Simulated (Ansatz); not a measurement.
The calculation's input:

```
crystal:
  periodic: [false, false, false]
  atoms:
    - { symbol: W, position_ang: [-0.117705, -0.034419, -0.240485] }
    - { symbol: F, position_ang: [0.62897, 0.297573, 2.692971] }
    - { symbol: H, position_ang: [1.465806, 0.077238, 0.308984] }
    - { symbol: Cl, position_ang: [-0.092071, 2.288229, -0.214892] }
    - { symbol: F, position_ang: [-1.516295, -0.119562, 0.998797] }
    - { symbol: Cl, position_ang: [0.233771, -2.329387, -0.121] }
    - { symbol: Cl, position_ang: [-0.058211, -0.083617, -2.498495] }
    - { symbol: O, position_ang: [-0.161828, -0.510398, 3.419654] }
    - { symbol: H, position_ang: [-1.026837, -0.386757, 2.961565] }
magnetization:
  spin_polarized: true
  initial_magnetization: 1
basis:
  gaussian: { orbitals: def2-SVP }
hamiltonian:
  xc: pbe
relax:
  f_tol: 0.03
  max_steps: 50
output:
  orbitals: {}
```

Launched as:

```sh
ansatz run input.yaml --threads 4 --pin off --max-ram 5120MiB --backend cpu --events-out ev --progress --plain --runs-dir out
```

The fields are those of the run's last geometry, not of the input's.

Core potentials replace the inner electrons of W.

Method: UKS PBE/def2-SVP in Ansatz.

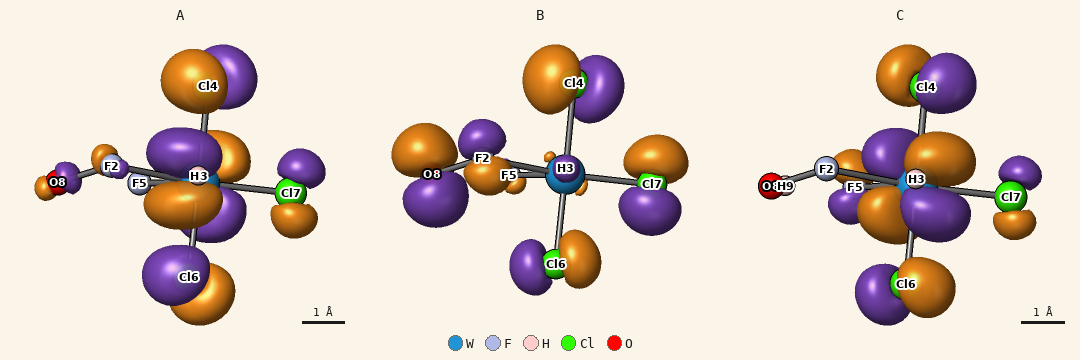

Cl3F2H2OW (doublet). Three frontier orbitals at ±0.1 Å⁻³ᐟ² (orange and purple are the two phases), in no order.

Question: Order the three orbitals by energy and name them. All are α orbitals.

Answer: B is the HOMO−1 (α) (−7.78 eV). By Hirshfeld shares it lies mainly on O8 (about 40 %), Cl4 (about 20 %), Cl7 (about 15 %), F2 (about 15 %) and Cl6 (about 10 %). A is the HOMO (α) (−5.33 eV). Its weight (Hirshfeld) is mainly on W1 (about 55 %), Cl4 (about 15 %), Cl6 (about 15 %) and Cl7 (about 5 %). C is the LUMO (α) (−4.92 eV). Its weight (Hirshfeld) is mainly on W1 (about 60 %), Cl4 (about 15 %), Cl6 (about 10 %) and F5 (about 5 %).

Question: What is the gap between the highest occupied and lowest empty α orbitals?

Answer: 0.41 eV between the orbital energies.
